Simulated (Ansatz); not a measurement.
# C2H4OSi: what the fields show

Input file:

```
crystal:
  periodic: [false, false, false]
  atoms:
    - { symbol: O, position_ang: [-0.4809, 0.4787, 2.0674] }
    - { symbol: C, position_ang: [-0.2294, 0.2465, 0.9124] }
    - { symbol: C, position_ang: [0.6088, 0.9226, 0.0261] }
    - { symbol: Si, position_ang: [-0.599, -1.0057, -0.1497] }
    - { symbol: H, position_ang: [1.5932, 0.4425, -0.2035] }
    - { symbol: H, position_ang: [0.2004, 1.4677, -0.7973] }
    - { symbol: H, position_ang: [-1.428, -0.648, -1.3547] }
    - { symbol: H, position_ang: [0.427, -1.9615, -0.5565] }
basis:
  gaussian: { orbitals: def2-SVP }
hamiltonian:
  xc: b3lyp
  dispersion: d4
relax:
  f_tol: 0.02
  max_steps: 50
output:
  orbitals: {}
```

Command:

```sh
ansatz run input.yaml --threads 1 --pin off --max-ram 2048MiB --backend cpu --events-out ev --progress --plain --runs-dir out
```

The fields are those of the relaxed geometry.

Theory: RKS B3LYP-D4/def2-SVP in Ansatz 0.2.0.

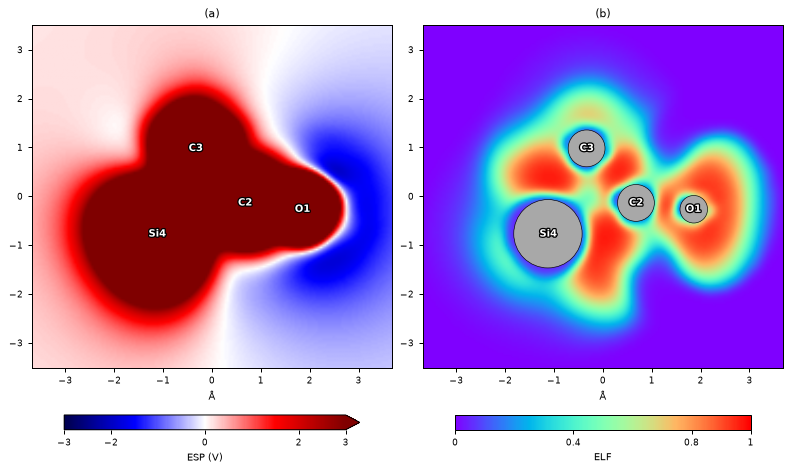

Figure 1. (a) molecular electrostatic potential; (b) electron localisation function on the plane of atoms C3, C2 and Si4. Grey discs cover the atomic cores in the ELF map.

### Read the bonding off the picture.

- Atoms in the plane: O, C and Si.
- C–O (1.20 Å): the ELF peaks at about 0.90 between the atoms: a short, multiple covalent bond.
- C–C (1.51 Å): the ELF peaks at about 0.95 between the atoms: localised, covalent bonding.
- C–Si (1.91 Å): the ELF peaks at about 0.85 between the atoms; a covalent bond.
- The ELF also peaks beside O1, away from the bonds: lone-pair regions.
- Outside the dense part of the molecule the potential is most negative (−1.9 V) near O1.

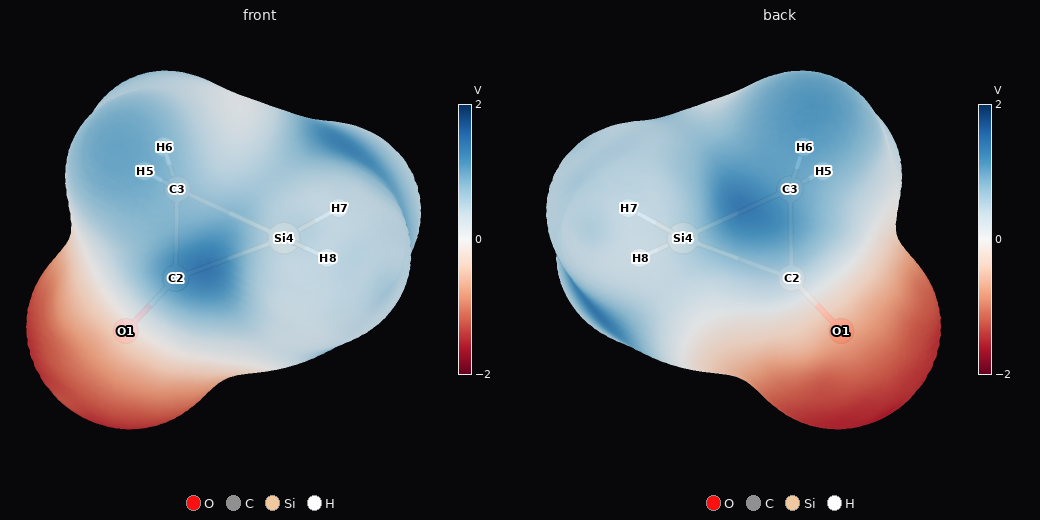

Figure 2. The molecular electrostatic potential painted on the density surface at 0.002 e/bohr³, seen from the front and from behind; red is negative and blue positive.

### Describe the electrostatic potential map.

The most negative region (about −1.5 V, or −35 kcal/mol for a unit charge) lies over O1, the most positive (about +1.4 V, or +32 kcal/mol for a unit charge) over C2 and Si4. O1 is the likeliest acceptor of a hydrogen bond.

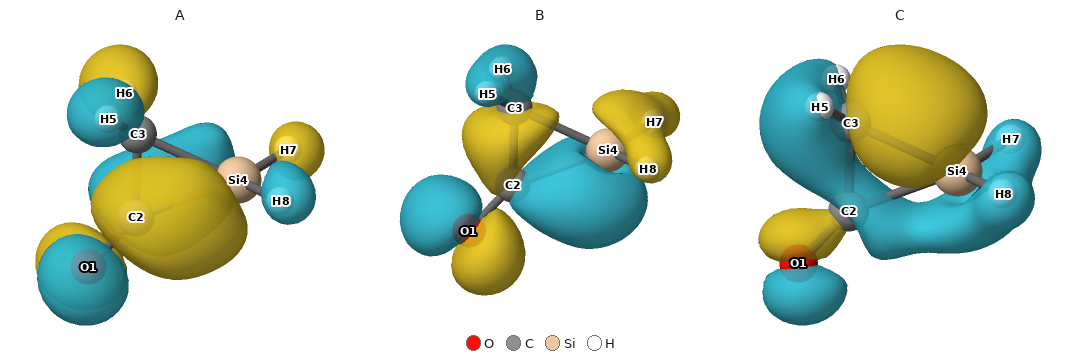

Figure 3. Three frontier orbitals at ±0.1 Å⁻³ᐟ² (yellow and cyan are the two phases), in no order.

### Which picture is the HOMO−1, the HOMO and the LUMO?

C is the HOMO−1 (−8.18 eV). It lies mainly on C3 (about 40 %), Si4 (about 30 %), C2 (about 10 %) and O1 (about 10 %). B is the HOMO (−6.13 eV). Its weight (Hirshfeld) is mainly on O1 (about 35 %), Si4 (about 25 %), C2 (about 20 %) and C3 (about 10 %). A is the LUMO (−1.71 eV). By Hirshfeld shares it lies mainly on C2 (about 35 %), O1 (about 30 %), Si4 (about 15 %) and C3 (about 10 %); π-antibonding (π*) across C2–O1.

### What is the HOMO–LUMO gap?

4.42 eV between the orbital energies.
